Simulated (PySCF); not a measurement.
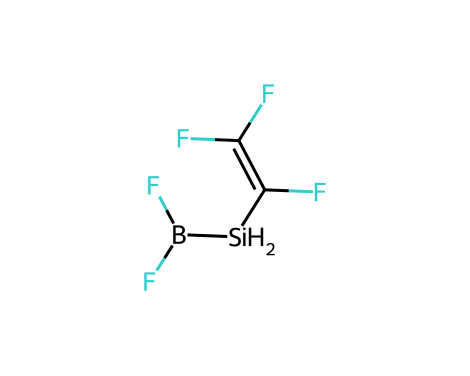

A structural formula.

> Transcribe the drawing into SMILES.

FB(F)[SiH2]C(F)=C(F)F

> Give the formula, hydrogens included.

C2H2BF5Si.

> An optimisation with PBE0-D3(BJ)/def2-SVP gave a structure of which point group?

C1. Other conformers may differ.

More results for the same structure follow; atom numbers are the same in all pictures, views and colours differ. The computed structure is the end point of a PBE0-D3(BJ)/def2-SVP optimisation. No frequency run is at hand to confirm it as a minimum.

**Shape**

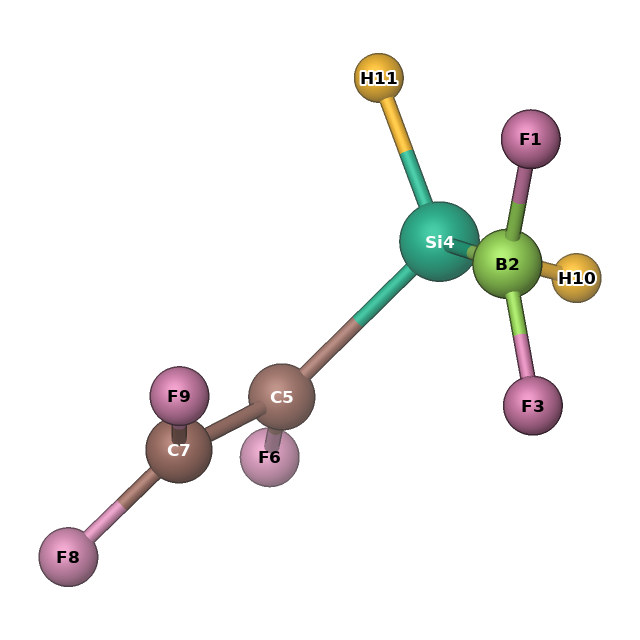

Si4 lies behind B2. The molecule seen a little off the B2–Si4 bond, B2 in front. Depth is shown by fading: the farther an atom, the more it takes the colour of the background. No frequency run is at hand to confirm it as a minimum.

> What is the torsion angle F1–B2–Si4–C5? The sign is positive where the front bond must turn clockwise to cover the back bond.

−138°, anticlinal.

**Excitation**

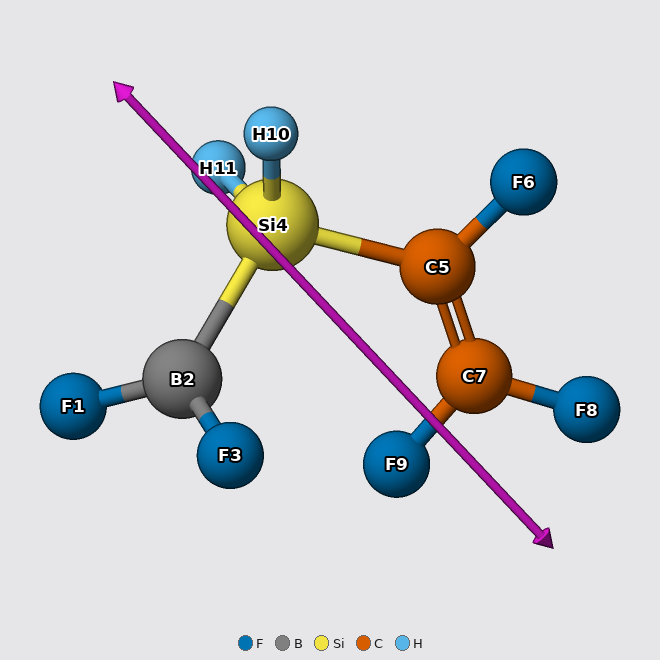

The double arrow shows the direction of the transition dipole to excited singlet state 4 (its length means nothing). No frequency run is at hand to confirm it as a minimum. Level of theory: TDDFT CAM-B3LYP/def2-SVPD, vertical, gas phase, core orbitals frozen in the response (PySCF 2.14.0).

> Give its energy, strength and character.

6.97 eV (178 nm), oscillator strength 0.31, mainly HOMO → LUMO+1 (weight 0.88); transition dipole 3.44 D.

**Quadrupole coupling**

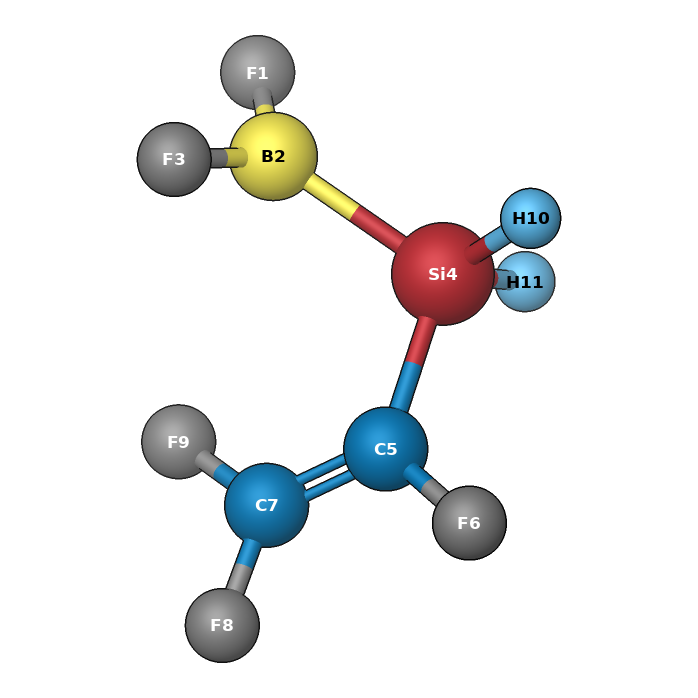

No frequency run is at hand to confirm it as a minimum. Electric field gradients from the ground-state density, PBE0/pcSseg-1 (PySCF 2.14.0), non-relativistic apart from any core potentials.

Give the largest field-gradient component, the quadrupole coupling constant and the asymmetry for 11B at B2 (Q = 40.59 mb), 2H at H10 (Q = 2.86 mb), 2H at H11 (Q = 2.86 mb).

| atom | V_zz (a.u.) | e²qQ/h (MHz) | η |
| --- | --- | --- | --- |
| B2 | 0.367 | 3.50 | 0.47 |
| H10 | 0.140 | 0.094 | 0.02 |
| H11 | 0.140 | 0.094 | 0.02 |

**NMR shielding**

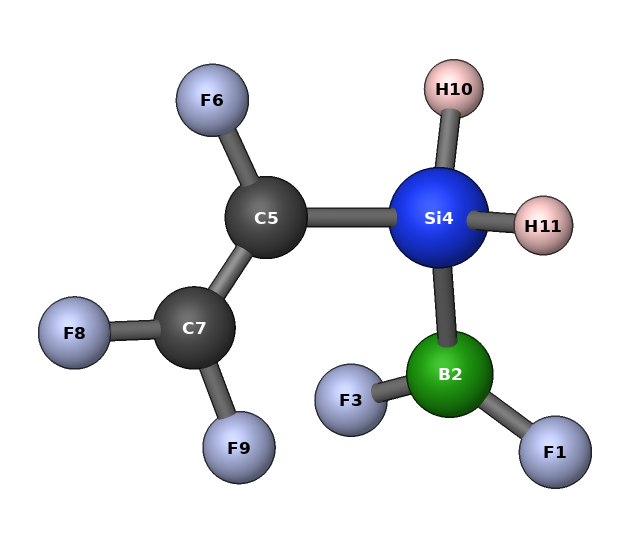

No frequency run is at hand to confirm it as a minimum. Properties computed with GIAO PBE0/pcSseg-1 NMR shielding, non-relativistic, gas phase (PySCF 2.14.0). Principal shieldings σ11 ≤ σ22 ≤ σ33, span Ω = σ33 − σ11, skew κ = 3(σiso − σ22)/Ω.

Give the shielding tensors of the Si atoms.

```tsv
atom	σ11	σ22	σ33	σiso	Ω	κ
Si4	413.4	437.6	470.0	440.3	56.5	0.14
```

Shieldings and span in ppm.
